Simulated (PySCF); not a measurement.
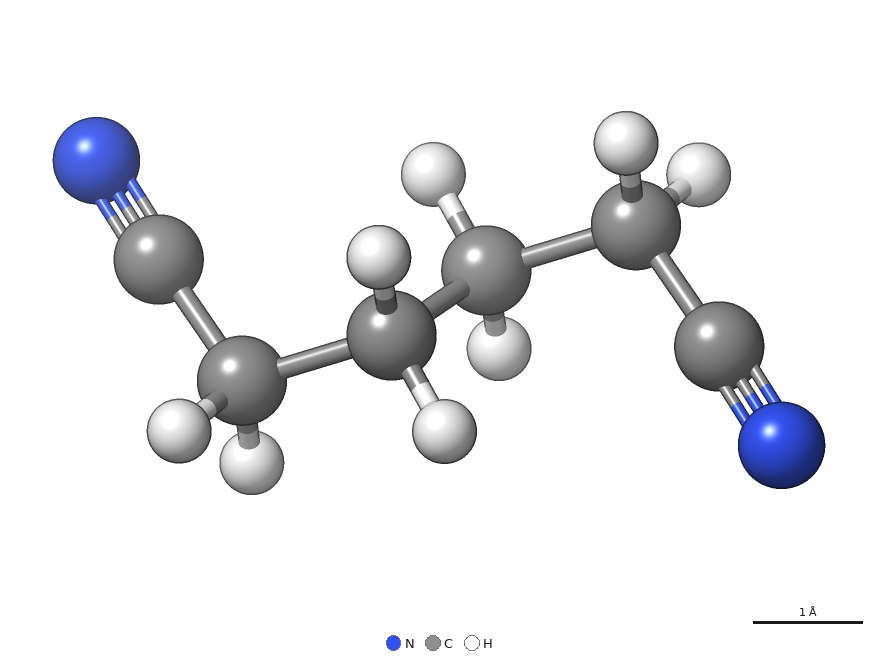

The geometry was computed by an optimisation with PBE0-D3(BJ)/def2-SVP. No frequency run is at hand to confirm it as a minimum.

**Count the atoms of each element.**

C6H8N2, 16 atoms: 6 carbon, 8 hydrogen and 2 nitrogen.

**Name functional groups in it.**

Among them: nitrile.

More results for the same structure follow; atom numbers are the same in all pictures, views and colours differ.

## Symmetry

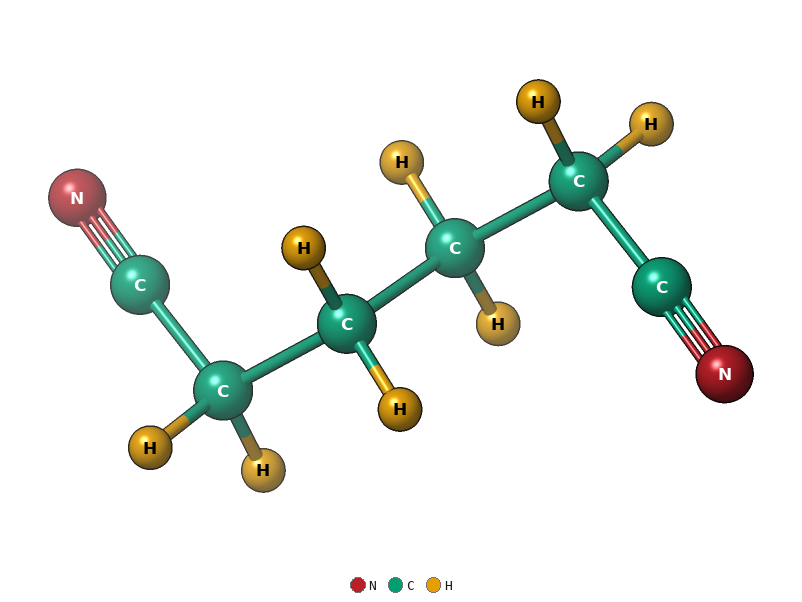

Distant atoms are faded towards the background colour. No frequency run is at hand to confirm it as a minimum.

**List the symmetry elements and name the point group.**

It has a centre of inversion, so the point group is Ci. The group has 2 operations. The geometry is achiral, and symmetry forbids a dipole moment.

## Electronic properties

No frequency run is at hand to confirm it as a minimum. Method: B3LYP/def2-SVPD, gas phase (PySCF 2.14.0). Excitations: vertical, linear response.

Predict the main results.

- HOMO energy (Kohn–Sham orbital): −9.29 eV
- LUMO energy (Kohn–Sham orbital): −0.33 eV
- HOMO–LUMO gap: 8.97 eV
- mean static polarisability: 78.0 bohr³
- lowest vertical singlet excitation: 7.61 eV
- its oscillator strength: 0.000

## Quadrupole coupling

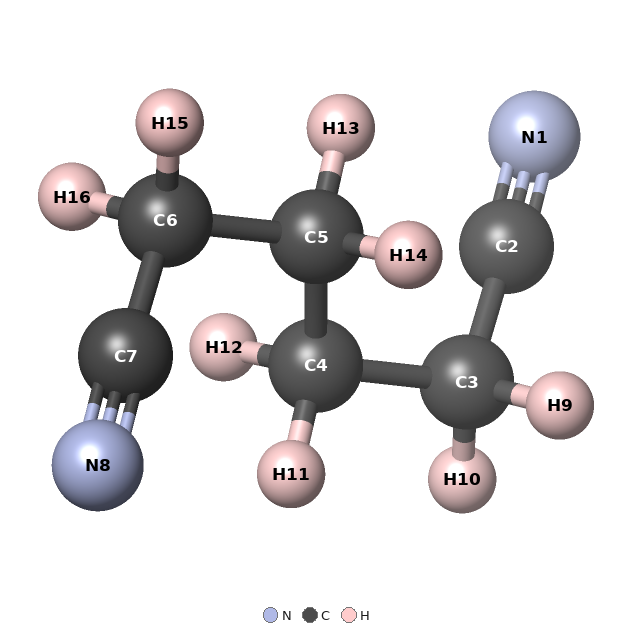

No frequency run is at hand to confirm it as a minimum. Electric field gradients from the ground-state density, PBE0/pcSseg-1 in cyclohexane (IEF-PCM) (PySCF 2.14.0), non-relativistic apart from any core potentials.

Give the largest field-gradient component, the quadrupole coupling constant and the asymmetry for 14N at N1 (Q = 20.44 mb), 2H at H9 (Q = 2.86 mb), 2H at H10 (Q = 2.86 mb).

| atom | V_zz (a.u.) | e²qQ/h (MHz) | η |
| --- | --- | --- | --- |
| N1 | −0.906 | −4.35 | 0.05 |
| H9 | 0.279 | 0.187 | 0.04 |
| H10 | 0.282 | 0.189 | 0.04 |

## NMR shielding

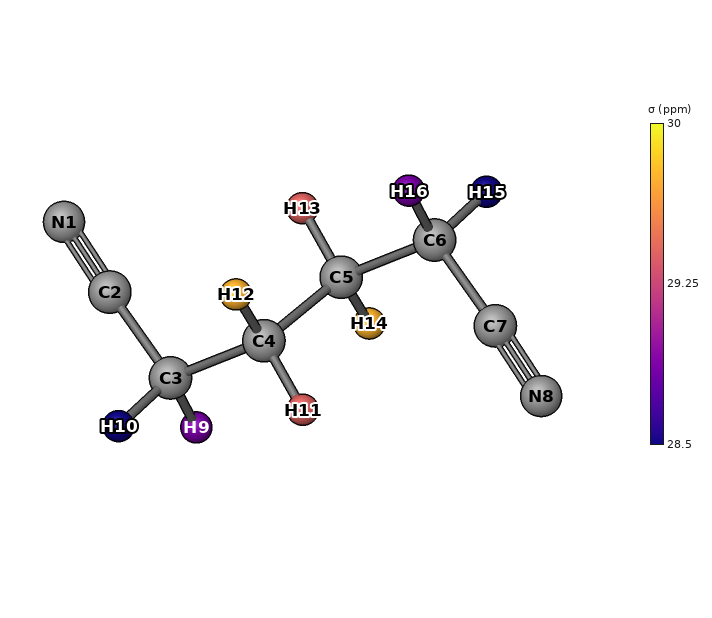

Atoms are coloured by their isotropic NMR shieldings (H only, the others grey). No frequency run is at hand to confirm it as a minimum. Method: GIAO PBE0/pcSseg-1 NMR shielding, non-relativistic, IEF-PCM methanol (PySCF 2.14.0).

**Which H atom is the most shielded (lowest chemical shift)?**

H12, H14 (29.75 ppm).

**Which H atom is the least shielded (highest chemical shift)?**

H10, H15 (28.51 ppm).

**How wide is the range of H shifts?**

1.24 ppm.

Give the isotropic NMR shieldings of the H atoms atom by atom.

| atom | σ (ppm) |
| --- | --- |
| H9 | 28.87 |
| H10 | 28.51 |
| H11 | 29.40 |
| H12 | 29.75 |
| H13 | 29.40 |
| H14 | 29.75 |
| H15 | 28.51 |
| H16 | 28.87 |
